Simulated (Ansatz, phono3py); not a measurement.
**SnTe (Fm-3m): lattice thermal conductivity**

How well does the lattice of SnTe conduct heat?

Program: Ansatz 0.2.0. Level of theory: DFT LDA, scalar-relativistic, plane waves, PAW. Results are calculated unless marked as measured.

The database entry behind the starting cell differs from later determinations by our own check (about 0.3 % short), so it need not match the best structure at ambient conditions.

### 1. Set-up

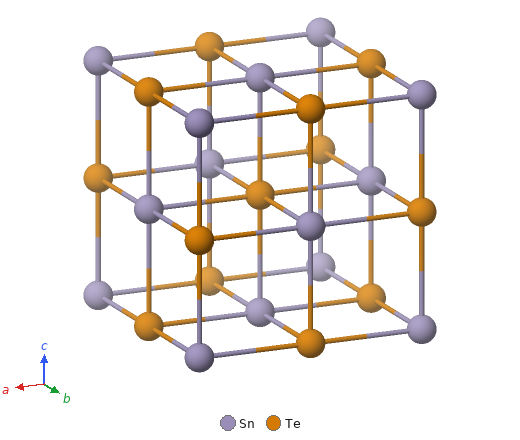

The cell as given, from a free direction (tin purple, tellurium orange). This picture shows the conventional cell, with its axes. Some periodic images of atoms are drawn too.

### 2. Probe on a coarse mesh

A cheap single point shows whether the cell is a metal or an insulator and how far it is from rest; that sets the k-mesh and the occupations of what follows.

Contents of input.yaml:

```yaml
crystal:
  lattice:
    - [0.0, 3.15085, 3.15085]
    - [3.15085, 0.0, 3.15085]
    - [3.15085, 3.15085, 0.0]
  atoms:
    - { symbol: Sn, position: [0.0, 0.0, 0.0] }
    - { symbol: Te, position: [0.5, 0.5, 0.5] }
kpoints:
  mp_grid: { grid: [6, 6, 6] }
hamiltonian:
  xc: lda
scf:
  occupations: { method: gaussian, width: 0.1 }
output:
  forces: true
  stress: true
  eigenvalues: true
```

On the command line:

```
$ ansatz run input.yaml --threads 16 --pin off --max-ram 30720MiB --backend cpu --events-out ev --progress --plain --runs-dir out
```

Numbers of over 12 decimals in the logs are rounded to 6 here.

Log:

```text
Engine: ansatz 0.2.0, x86_64-unknown-linux-gnu
Pseudopotentials: kind: paw
Pseudopotential: Sn, paw, valence charge 14, recommended cutoff 420 eV (normal), Sn.paw.azcp
Pseudopotential: Te, paw, valence charge 16, recommended cutoff 420 eV (normal), Te.paw.azcp
Functional definition: SPW92
  exchange = slater_x
  correlation = pw_c
Crystal: 2 atoms, lattice volume = 62.562 Å³
Basis set: ecut = 420 eV, 1243 PW (Γ)
Bands: 19, of which v1, the nominal top of the filled ones, is band 15 counted from 1 (14 counted from 0)
Symmetry: 48 space group operations
Space group: Fm-3m (ITA 225), of the structure as read, at distance tolerance 4.0e-5 Å
k-points: 16 of 216
Non-local potential: Sn, projectors of the file, l = 0: 2, l = 1: 2, l = 2: 2, l = 3: 2
Non-local potential: Te, projectors of the file, l = 0: 2, l = 1: 2, l = 2: 2, l = 3: 2
PAW form: soft (Blöchl's): semilocal exchange-correlation on the pseudo side does not see the compensation charge
PAW frozen core: Sn, regenerated for the run's functional, and the local potential with it (the file was generated under x = pbe(κ = 0.804, μ = 0.219515), c = pbe(β = 0.066725))
PAW frozen core: Te, regenerated for the run's functional, and the local potential with it (the file was generated under x = pbe(κ = 0.804, μ = 0.219515), c = pbe(β = 0.066725))
PAW one-centre angular grid: Sn, 590 points (default); XC on 64 Gauss nodes
PAW one-centre angular grid: Te, 590 points (default); XC on 64 Gauss nodes
Initial density: superposition of atomic densities (neutral atoms: chi_scale 0, normalization atom), corrected by the library's trained network
Initial wavefunctions: pseudopotential atomic-orbital guess
Functional: x = slater, c = lda
SCF iter   1: F=—  HF=-12707.274985 eV  |F-HF|=—  |Δ(HF+E_count)|=         —  Δρ=5.30e-3  dr2=7.27e-3  ethr=1.77e-3  ⟨swp⟩=6.2  Hψ=1556  notcnv=0
preconditioner: auto → none  [insulator: Δε(μ)=0.107 eV  Ē_g=8.660 eV  σ=0.100 eV  W_gap=0.55  n_scr=14 (ndim 8)  ℏωp=14.8 eV  f_vac=0.009  D(μ)=0.31/eV (n_scr^D=0)  ε∞_Penn≈3.9]
SCF iter   2: F=—  HF=-12707.269754 eV  |F-HF|=—  |Δ(HF+E_count)|=   5.23e-3  Δρ=2.03e-3  dr2=1.10e-3  ethr=2.42e-5  ⟨swp⟩=2.0  Hψ=541  notcnv=0
SCF iter   3: F=—  HF=-12707.269405 eV  |F-HF|=—  |Δ(HF+E_count)|=   3.49e-4  Δρ=2.55e-4  dr2=2.84e-5  ethr=3.68e-6  ⟨swp⟩=2.2  Hψ=545  notcnv=0
SCF iter   4: F=—  HF=-12707.269403 eV  |F-HF|=—  |Δ(HF+E_count)|=   2.03e-6  Δρ=5.07e-5  dr2=2.02e-6  ethr=9.48e-8  ⟨swp⟩=2.0  Hψ=541  notcnv=0
iter 5 did not close the SCF: its close was put off for the readings that it lacked (scf_convergence_deferred on its scf_iter line)
SCF iter   5: F=-12707.269402 eV  HF=-12707.269402 eV  |F-HF|=2.84e-8  |Δ(HF+E_count)|=   8.03e-7  Δρ=1.11e-5  dr2=7.65e-8  ethr=6.75e-9  ⟨swp⟩=2.0  Hψ=544  notcnv=0
SCF iter   6: F=-12707.269402 eV  HF=-12707.269402 eV  |F-HF|=3.89e-10  |Δ(HF+E_count)|=   4.42e-9  Δρ=1.40e-6  dr2=5.10e-10  ethr=2.55e-10  ⟨swp⟩=3.8  Hψ=1418  notcnv=0
SCF 1 converged in 6 iterations: F = -12707.269402 eV  dr2 = 5.10e-10
  greatest PAW one-centre occupation: 0.999 electrons in one spin orbital (limit 2), on the Te atom at site 1 (counted from 0), in its partial waves of l = 2
SCF converged after 6 iterations
Free energy (F): -12707.269402 eV
Harris-Foulkes:  -12707.269402 eV  (|F-HF|=3.89e-10)
Internal energy: -12707.267820 eV  (E = F + TS)
E sigma→0 (E₀):  -12707.268611 eV
Entropy (-TS):   -0.001583 eV (-0.791 meV/atom)
Fermi energy:    9.339778 eV
--- Per-component energies (eV) ---
  E_band       = -361.479387
  E_kinetic    = 368.374622
  E_local      = -2165.324939  (includes V_loc(G=0)·N_el)
  E_nonlocal   = -333.181788
  E_hartree    = 1352.806267
  E_xc         = -503.707486
  E_vxc        = -204.246781  (∫ρ·V_xc dr)
  E_paw        = -8501.847362  (= ΣΔE_a)
  E_vpaw       = -732.713657  (= ΣTr[D̂ρ^β])
  E_aug_tail   = -0.000168  (compensation charges beyond the density's cutoff)
  E_ewald      = -2925.490525
  E_core_change = 1.103559  (= ΣΔE_core)
  E_smearing   = -0.001583  (= −TS)
  E_closure    = -0.000000  (closes the sum)
  Σ components = -12707.269402   (vs F -12707.269402, Δ=0.00e0)
--- Forces (eV/Å), atoms counted from 1 ---
  atom   1  Sn     0.00000000     0.00000000     0.00000000
  atom   2  Te     0.00000000    -0.00000000     0.00000000
  max |Σ_I F_I| component: 3.46e-29 eV/Å
--- Stress (GPa, compression-positive) ---
       -1.515817       0.000000       0.000000
        0.000000      -1.515817      -0.000000
       -0.000000       0.000000      -1.515817
  P = ⅓ Tr σ = -1.5158 GPa (-15.158 kbar)
--- Band table (eV; the first three rows and the last of 16) ---
  k-point 0: bands = [... 11 lower, 4.4912, 7.2280, 7.2280, 7.2280, 12.6305, 12.6305, 12.6305, 14.1780]
  k-point 1: bands = [... 11 lower, 3.4296, 7.2734, 7.2734, 7.9200, 11.6157, 11.6157, 11.6343, 14.1206]
  k-point 2: bands = [... 11 lower, 1.7913, 7.4353, 7.4353, 8.6865, 10.2785, 10.2785, 10.2918, 15.2038]
  k-point 15: bands = [... 11 lower, 2.0626, 4.1403, 5.0190, 7.4532, 11.4147, 12.8184, 14.6602, 14.8831]
```

Run time: 0.59 s. Hardware: 16 threads of AMD EPYC 7R43, shared host; peak memory 0.43 GiB.

Reading the cycles: dr2 is the Hartree energy of the density residual (eV), the measure of convergence; HF is the Harris–Foulkes estimate of the energy, which meets the free energy F at convergence.

Numbers from this step:

- pressure: -1.516 GPa
- volume per atom: 31.28 Å³
- gap on the k-mesh: 0.1054 eV

The start is under -1.5 GPa at this level and looks like an insulator or semiconductor on this mesh.

### 3. Relaxation

The vibrations must be taken about the equilibrium of this functional, not about the starting cell, so the structure is relaxed.

input.yaml, the sections that differ from step 2:

```yaml
kpoints:
  mp_grid: { grid: [10, 10, 10] }
scf:
  occupations: { method: gaussian, width: 0.01 }
relax:
  adjacent_minimum: "off"
  f_tol: 0.005
  max_steps: 80
  cell: { stress_tol: 0.05 }
# crystal, hamiltonian, output: as in step 2
```

Log:

```text
[...]
Crystal: 2 atoms, lattice volume = 62.562 Å³
Basis set: ecut = 420 eV, 1243 PW (Γ)
Bands: 19, of which v1, the nominal top of the filled ones, is band 15 counted from 1 (14 counted from 0)
Symmetry: 48 space group operations
[...]
k-points: 47 of 1000
[...]
SCF iter   1: F=—  HF=-12707.272894 eV  |F-HF|=—  |Δ(HF+E_count)|=         —  Δρ=5.35e-3  dr2=7.42e-3  ethr=1.77e-3  ⟨swp⟩=6.6  Hψ=4855  notcnv=0
[...]
SCF iter   6: F=-12707.267371 eV  HF=-12707.267371 eV  |F-HF|=2.04e-10  |Δ(HF+E_count)|=  8.93e-10  Δρ=1.21e-6  dr2=3.92e-10  ethr=2.61e-10  ⟨swp⟩=3.2  Hψ=3566  notcnv=0
SCF 1 converged in 6 iterations: F = -12707.267371 eV  dr2 = 3.92e-10
[...]
relax step   1: F+E_penalty+E_count = -12707.26737144 eV  Δ(F+E_penalty+E_count) = +0.000e0 eV  max|allowed force component| = 1.506e-29 eV/Å  Δτ_max = 0.0000 Å  P = -1.504 GPa  Ω = 62.562 Å³  (6 SCF iters, dr2 threshold 1.00e-7 eV, accepted)
Crystal: 2 atoms, lattice volume = 59.859 Å³
Basis set: ecut = 420 eV, 1211 PW (Γ)
[...]
iter 1 solved again at ethr=5.85e-6 eV; its pass at ethr=3.10e-3 eV (dr2=1.76e-3 eV) is discarded
[...]
SCF iter   6: F=-12707.275913 eV  HF=-12707.275913 eV  |F-HF|=8.73e-10  |Δ(HF+E_count)|=  8.62e-10  Δρ=7.95e-7  dr2=8.44e-10  ethr=1.69e-11  ⟨swp⟩=1.9  Hψ=2765  notcnv=0
SCF 2 converged in 6 iterations: F = -12707.275913 eV  dr2 = 8.44e-10
relax step   2: F+E_penalty+E_count = -12707.27591288 eV  Δ(F+E_penalty+E_count) = -8.541e-3 eV  max|allowed force component| = 1.003e-29 eV/Å  Δτ_max = 0.0000 Å  P = +0.643 GPa  Ω = 59.859 Å³  energy of the carried Pulay correction = +5.460e-4 eV  (6 SCF iters, dr2 threshold 2.00e-7 eV, accepted)
Crystal: 2 atoms, lattice volume = 60.644 Å³
[...]
SCF iter   6: F=-12707.277221 eV  HF=-12707.277221 eV  |F-HF|=1.46e-11  |Δ(HF+E_count)|=  2.87e-10  Δρ=1.56e-7  dr2=1.64e-11  ethr=2.22e-12  ⟨swp⟩=1.4  Hψ=2476  notcnv=0
SCF 3 converged in 6 iterations: F = -12707.277221 eV  dr2 = 1.64e-11
relax step   3: F+E_penalty+E_count = -12707.27722055 eV  Δ(F+E_penalty+E_count) = -1.308e-3 eV  max|allowed force component| = 4.470e-29 eV/Å  Δτ_max = 0.0000 Å  P = -0.035 GPa  Ω = 60.644 Å³  energy of the carried Pulay correction = +3.832e-4 eV  (6 SCF iters, dr2 threshold 2.00e-7 eV, accepted)
[...]
SCF iter   9: F=-12707.276848 eV  HF=-12707.276848 eV  |F-HF|=5.46e-12  |Δ(HF+E_count)|=  5.46e-12  Δρ=1.68e-10  dr2=1.84e-17  ethr=1.00e-12  ⟨swp⟩=2.7  Hψ=2580  notcnv=0
SCF 4 converged in 9 iterations: F = -12707.276848 eV  dr2 = 1.84e-17
relax step   4: F+E_penalty+E_count = -12707.27684806 eV  Δ(F+E_penalty+E_count) = +3.725e-4 eV  max|allowed force component| = 3.524e-29 eV/Å  Δτ_max = 0.0000 Å  P = -0.036 GPa  Ω = 60.644 Å³  stress off target by 3.64e-2 GPa  SCF on the basis re-selected at this cell (its energy is not comparable with the rows above)  (9 SCF iters)
basis re-selected at this cell: Δ(F+E_penalty+E_count) = +3.725e-4 eV, ΔP = -0.001 GPa vs the last step (what re-selecting the basis moved, of the pressure what is left beyond the Pulay correction that the steps carried, after the strain that the cell walked since its last selection, with what the two solves' SCF thresholds leave and, on support functions, any second-order correction that the steps lacked; it is no m [...]
SCF converged after 9 iterations
Free energy (F): -12707.276848 eV
[...]
Internal energy: -12707.276848 eV  (E = F + TS)
E sigma→0 (E₀):  -12707.276848 eV
Fermi energy:    9.850839 eV
[...]
--- Stress (GPa, compression-positive) ---
       -0.036418      -0.000000      -0.000000
       -0.000000      -0.036418      -0.000000
       -0.000000      -0.000000      -0.036418
  P = ⅓ Tr σ = -0.0364 GPa (-0.364 kbar)
--- Band table (eV; the first three rows and the last of 47) ---
  k-point 0: bands = [... 11 lower, 5.1016, 7.6254, 7.6254, 7.6254, 13.1821, 13.1821, 13.1821, 14.6078]
  k-point 1: bands = [... 11 lower, 4.5858, 7.6406, 7.6406, 7.9966, 12.7060, 12.7060, 12.7243, 14.5129]
  k-point 2: bands = [... 11 lower, 3.5582, 7.6937, 7.6937, 8.6020, 11.8129, 11.8129, 11.8669, 14.6565]
  k-point 46: bands = [... 11 lower, 2.3391, 4.5622, 5.1205, 8.4663, 11.2458, 13.7124, 15.1422, 15.5265]
--- Relaxed structure (3 steps of the walk, 3 accepted, 1 SCFs on fresh bases) ---
  F+E_penalty+E_count = -12707.27684806 eV   max|allowed force component| = 3.524e-29 eV/Å   (the final SCF, on the basis selected at the relaxed cell)
  cell:  # Å, volume = 60.6443 Å³
    - [0, 3.118316, 3.118316]
    - [3.118316, 0, 3.118316]
    - [3.118316, 3.118316, 0]
  atoms:
    - { symbol: Sn, position: [0, 0, 0] }
    - { symbol: Te, position: [0.500000, 0.500000, 0.500000] }
```

Elapsed: 2.7 s, on 16 threads; peak memory 0.56 GiB.

Step by step:

```tsv
step	energy less that of the first step (eV)	largest force component (eV/Å)	pressure (GPa)	volume (Å³)
1	0.0000	0.0000	-1.50	62.56
2	-0.0085	0.0000	0.64	59.86
3	-0.0099	0.0000	-0.04	60.64
4*	-0.0095	0.0000	-0.04	60.64
```

Relaxation steps marked * repeat the geometry before them on a plane-wave basis chosen anew for their cell, so energy and pressure can jump there.

The run keeps the 48 symmetry operations that it works with, so distortions that break them were not tested.

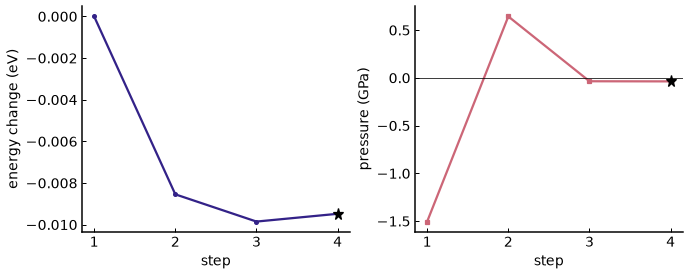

Energy and pressure along the relaxation. Stars mark steps on a basis chosen anew.

```tsv
conventional cell, symmetrised	before	after	change
a (Å)	6.302	6.237	-1.0 %
b (Å)	6.302	6.237	-1.0 %
c (Å)	6.302	6.237	-1.0 %
volume (Å³/atom)	31.28	30.32	-3.1 %
```

Final coordinates:

```
Sn Te
1.0
     0.00000    3.11832    3.11832
     3.11832    0.00000    3.11832
     3.11832    3.11832    0.00000
Sn Te
1 1
Direct
  0.00000 0.00000 0.00000
  0.50000 0.50000 0.50000
```

This step gave:

| Item | Value |
| --- | --- |
| pressure | -0.03642 GPa |
| gap on the k-mesh | 0.1964 eV |
| volume per atom | 30.32 Å³ |

The relaxation ends with a pressure of -0.04 GPa.

### 4. Relaxing to small residual forces and stress

The relaxation is repeated with tighter thresholds on force and stress, since phonons are sensitive to what is left; a change of mesh or smearing in the input moves the cell too.

input.yaml, the sections that differ from step 3:

```yaml
crystal:
  lattice:
    - [0.0, 3.1183157825, 3.1183157825]
    - [3.1183157825, 0.0, 3.1183157825]
    - [3.1183157825, 3.1183157825, 0.0]
  atoms:
    - { symbol: Sn, position: [0.0, 0.0, 0.0] }
    - { symbol: Te, position: [0.5, 0.5, 0.5] }
kpoints:
  mp_grid: { grid: [12, 12, 12] }
relax:
  adjacent_minimum: "off"
  f_tol: 0.001
  max_steps: 60
  cell: { stress_tol: 0.01 }
# hamiltonian, scf, output: as in step 3
```

Log:

```text
[...]
Crystal: 2 atoms, lattice volume = 60.644 Å³
Basis set: ecut = 420 eV, 1243 PW (Γ)
Bands: 19, of which v1, the nominal top of the filled ones, is band 15 counted from 1 (14 counted from 0)
Symmetry: 48 space group operations
[...]
k-points: 72 of 1728
[...]
k-point 71: bands = [... 11 lower, 2.2788, 4.8321, 4.8321, 9.0199, 10.6403, 14.4723, 14.4723, 15.9845]
--- Relaxed structure (3 steps of the walk, 3 accepted, 1 SCFs on fresh bases) ---
[...]
cell:  # Å, volume = 60.6083 Å³
    - [0, 3.117697, 3.117697]
    - [3.117697, 0, 3.117697]
    - [3.117697, 3.117697, 0]
  atoms:
    - { symbol: Sn, position: [0, 0, 0] }
    - { symbol: Te, position: [0.500000, 0.500000, 0.500000] }
[key lines of the parts left out:]
SCF converged after 9 iterations
Free energy (F): -12707.277023 eV
Fermi energy:    9.861274 eV
P = ⅓ Tr σ = -0.0000 GPa (-0.000 kbar)
```

The job ended after 3.2 s (16 threads; peak memory 0.6 GiB; 32 s of CPU time).

Little changed from the start: no atom moved by 0.005 Å and no cell edge by 0.1 %.

This step gave:

```yaml
pressure: -2.60e-5 GPa
gap_on_the_k_mesh: 0.1983 eV
volume_per_atom: 30.30 Å³
```

The residual pressure is -2.6e-5 GPa, small enough for phonons.

### 5. A faulty attempt

This input was changed on purpose, to see how the program answers.

Contents of input.yaml:

```yaml
crystal:
  lattice:
    - [0.0, 3.1176971787, 3.1176971787]
    - [3.1176971787, 0.0, 3.1176971787]
    - [3.1176971787, 3.1176971787, 0.0]
  atoms:
    - { symbol: Sn, position: [0.0, 0.0, 0.0] }
    - { symbol: Te, position: [0.5, 0.5, 0.5] }
kpoints:
  mp_grid: { grid: [8, 8, 8] }
hamiltonian:
  xc: lda
scf:
  occupations: { method: gaussian, width: 0.01 }
  max_iter: 100
output:
  eigenvalues: true
phonons:
  supercell: [2, 2, 2]
  dielectric: false
  third_order: { supercell: [2, 2, 2], pair_cutoff: 3.268 }
  lattice_thermal_conductivity:
    qmesh: [9, 9, 9]
    temperatures: [-10, 0, 300]
    isotope_mass_variance:
      - { species: Sn, variance: 0.0003341 }
      - { species: Te, variance: 0.0002839 }
```

Log:

```text
Error: invalid value for `phonons.lattice_thermal_conductivity.temperatures`: every temperature must be finite and > 0; got -10 K
```

Wall time 0.06 s (16 threads); peak memory 0.042 GiB.

The program refused the input before any cycle.

The program's message: “Error: invalid value for `phonons.lattice_thermal_conductivity.temperatures`: every temperature must be finite and > 0; got -10 K”

The fault put into the input: a temperature of 0 K or below.

[end of part 1 of 2]

[Logs are printed without paths, hosts, clocks, repeated set-up lines and the standing remarks that a program may print on its own settings, such as how far it seeks lower states.]

[Hosts, paths, dates, database ids (printed as entryN), source tags and the programs' standing remarks are cut or masked in the printed files.]

[A step with changed settings may run another functional than the one named; its input shows which.]

[Pressures of single members of a volume series are the stress at the run's cutoff; with an incomplete basis they can lie off −dE/dV of the same runs, and they are not shown converged.]
